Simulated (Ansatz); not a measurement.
**C2H5GeN: rigid torsion scan, by script**

Wanted for C2H5GeN: a rigid torsion scan. SMILES: [NH2][GeH]1[CH]=[CH]1.

Program: Ansatz 0.2.0 through its Python package. Level of theory: CAM-B3LYP/def2-SVP. These are calculated values, not measurements.

## Step 1: Starting point

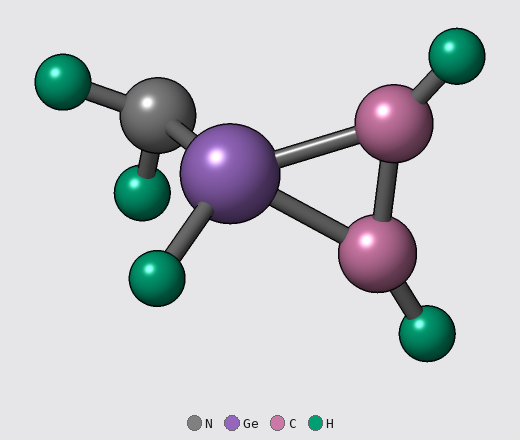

The structure that the script starts from, seen from a chosen angle (nitrogen grey, germanium purple, carbon pink, hydrogen teal).

The script holds or builds the structure itself.

## Step 2: Script

torsion.py

```python
import warnings

import ansatz as az
from ase import Atoms

params = {
    "basis_set": "def2-SVP",
    "xc": "cam_b3lyp",
    "force_tol": 0.02,
}

warnings.simplefilter("ignore", az.DeckWarning)

atoms = Atoms(["N", "Ge", "C", "C", "H", "H", "H", "H", "H"], positions=[
    (-0.9788, 1.0193, -0.8499),
    (0.4469, -0.0114, -0.4878),
    (0.0051, -1.6041, 0.2574),
    (0.4054, -0.549, 1.2352),
    (-0.8629, 1.4706, -1.8245),
    (-1.0054, 1.8712, -0.1815),
    (1.8826, 0.6389, -0.5885),
    (-0.2152, -2.6194, 0.0969),
    (0.4109, -0.2624, 2.3256),
])

first = (
    az.Crystal.molecule_from_ase(atoms).calculation()
    .basis(gaussian=params["basis_set"])
    .functional(params["xc"])
    .relax(force_tolerance=params["force_tol"], max_steps=80)
)
atoms.positions = first.run(threads=1).report["positions_ang"]

start = atoms.get_dihedral(2, 1, 0, 4)
energies = {}
for turn in range(0, 360, 40):
    turned = atoms.copy()
    turned.set_dihedral(2, 1, 0, 4, start + turn, indices=[0, 4, 5])
    calc = (
        az.Crystal.molecule_from_ase(turned).calculation()
        .basis(gaussian=params["basis_set"])
        .functional(params["xc"])
    )
    energies[round((start + turn) % 360)] = calc.run(threads=1).report["free_energy_ev"]
floor = min(energies.values())
print("dihedral C2-Ge1-N0-H4 (deg)   E - E(min) (kcal/mol)")
for angle, e in sorted(energies.items()):
    print(f"{angle:8d} {23.060548 * (e - floor):14.3f}  " + "#" * int(30 * (e - floor) / max(max(energies.values()) - floor, 1e-9)))
```

## Step 3: The input behind the calls

The package turns the script's settings into the engine's input (first run):

```yaml
crystal:
  periodic: [false, false, false]
  atoms:
    - { symbol: "N", position_ang: [-0.9788, 1.0193, -0.8499] }
    - { symbol: Ge, position_ang: [0.4469, -0.0114, -0.4878] }
    - { symbol: C, position_ang: [0.0051, -1.6041, 0.2574] }
    - { symbol: C, position_ang: [0.4054, -0.549, 1.2352] }
    - { symbol: H, position_ang: [-0.8629, 1.4706, -1.8245] }
    - { symbol: H, position_ang: [-1.0054, 1.8712, -0.1815] }
    - { symbol: H, position_ang: [1.8826, 0.6389, -0.5885] }
    - { symbol: H, position_ang: [-0.2152, -2.6194, 0.0969] }
    - { symbol: H, position_ang: [0.4109, -0.2624, 2.3256] }
basis:
  gaussian:
    orbitals: def2-SVP
hamiltonian:
  xc: cam_b3lyp
relax:
  f_tol: 0.02
  max_steps: 80
```

## Step 4: Launch

Command:

```bash
$ python torsion.py
```

Output:

```text
dihedral C2-Ge1-N0-H4 (deg)   E - E(min) (kcal/mol)
      22          0.000
      62          0.055  ####
     102          0.159  ############
     142          0.017  #
     182          0.335  #########################
     222          0.297  ######################
     262          0.028  ##
     302          0.236  #################
     342          0.395  ##############################
```

Wall time 70 s (1 thread of Arm Neoverse V2, shared host); peak memory 0.34 GiB.

## Step 5: Path of the relaxation of run 0

Relaxation path:

| step | energy from step 1 (eV) | largest force component (eV/Å) |
| --- | --- | --- |
| 1 | 0.0000 | 4.7372 |
| 2 | -1.3754 | 1.9722 |
| 3 | -1.6616 | 1.3573 |
| 4 | -1.6872 | 0.8381 |
| 5 | -1.7200 | 0.2072 |
| 6 | -1.7228 | 0.0495 |
| 7 | -1.7232 | 0.0586 |
| 8 | -1.7235 | 0.0132 |

Step 1 is the start.

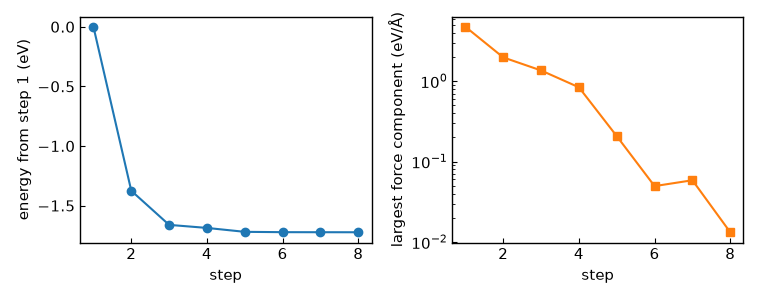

Energy and largest force along the relaxation.

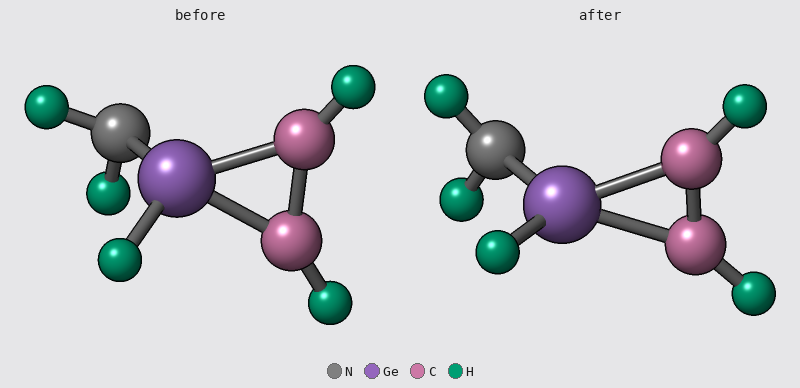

Before and after, at one scale.

Before: Bond lengths: N1–Ge2 1.796 Å, Ge2–C3 1.813 Å, Ge2–C4 1.805 Å, C3–C4 1.493 Å, N1–H5 1.080 Å, N1–H6 1.083 Å, Ge2–H7 1.579 Å, C3–H8 1.051 Å, C4–H9 1.127 Å. Angles (14 of 15 angles, heavy atoms first): N1–Ge2–C3 113.2°, N1–Ge2–C4 110.2°, C3–Ge2–C4 48.7°, Ge2–C3–C4 65.4°, Ge2–C4–C3 65.9°, N1–Ge2–H7 118.2°, C3–Ge2–H7 127.5°, C4–Ge2–H7 101.8°, Ge2–N1–H5 109.7°, Ge2–N1–H6 110.3°, Ge2–C3–H8 146.8°, C4–C3–H8 147.0°, Ge2–C4–H9 147.9°, C3–C4–H9 144.5°.

After: Bond lengths: N1–Ge2 1.831 Å, Ge2–C3 1.900 Å, Ge2–C4 1.899 Å, C3–C4 1.330 Å, N1–H5 1.017 Å, N1–H6 1.017 Å, Ge2–H7 1.531 Å, C3–H8 1.093 Å, C4–H9 1.093 Å. Angles (14 of 15 angles, heavy atoms first): N1–Ge2–C3 119.2°, N1–Ge2–C4 119.0°, C3–Ge2–C4 41.0°, Ge2–C3–C4 69.5°, Ge2–C4–C3 69.6°, N1–Ge2–H7 115.7°, C3–Ge2–H7 120.6°, C4–Ge2–H7 120.8°, Ge2–N1–H5 115.0°, Ge2–N1–H6 114.8°, Ge2–C3–H8 154.3°, C4–C3–H8 136.2°, Ge2–C4–H9 154.1°, C3–C4–H9 136.3°.

Run 0 is this relaxation; the runs after it count from 1.

## Step 6: Run by run

One row for each of the 9 runs:

```tsv
run	turn (°)	energy from run 4 (eV)	SCF cycles	CPU time (s)
1	0	0.0012	18	3.2
2	40	0.0102	19	3.3
3	80	0.0171	19	3.3
4	120	0.0000	18	3.2
5	160	0.0024	18	3.2
6	200	0.0069	18	3.2
7	240	0.0007	18	3.2
8	280	0.0145	19	3.2
9	320	0.0129	19	3.4
```

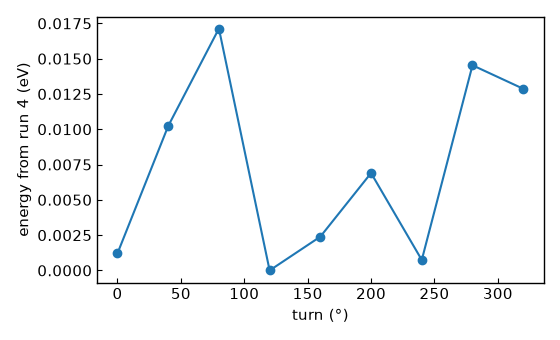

Energy against turn; lines join the points.

## Step 7: Summary of results

| quantity | value |
| --- | --- |
| runs compared | 9 |
| range of energy | 0.017 eV |
| lowest point, turn (°) | 120 |

What this shows: The lowest point lies at a turn of 120°, the highest 0.017 eV (1.7 kJ/mol) above it at 80°. The grid can miss the true lowest and highest points, and the rest of the molecule is held rigid. Run 0: After 7 moves the largest shift is 0.542 Å, of atom 9 (H). The scan is rigid and the energies are electronic, in a modest basis. With rigid groups the curve can differ much from the relaxed path, the start wasn't checked as a minimum of this torsion, and equivalent turns needn't return to the same energy.
